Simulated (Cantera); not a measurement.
A closed system holds: 1 mol CaCO3, 0.25 mol H2, 2.2 mol O2, at 9.00 bar.

Cantera equilibrium calculation (NASA polynomials, part measured and part estimated; ideal gas, pure solids and liquids). Candidate condensed phases: C, C6H6, C7H8, C8H18, Ca, CaCO3, CaO, Ca(OH)2, H2O; 115 gas species. Mutual solubility and eutectic melting of coexisting phases are not modelled. The numbers say what is thermodynamically allowed, not how fast it happens.

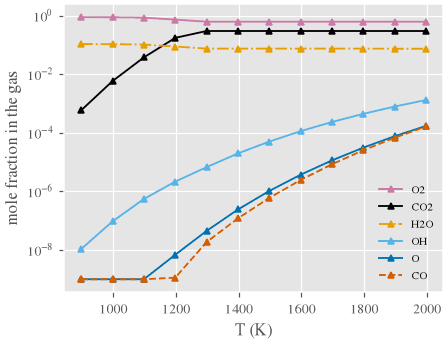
Fig. 1. Equilibrium gas composition (values under 1e-9 drawn at 1e-9)

From 898 K to 1198 K the condensed part is CaCO3(calcite) + CaO(s). From 1298 K to 1998 K the condensed part is CaO(s).
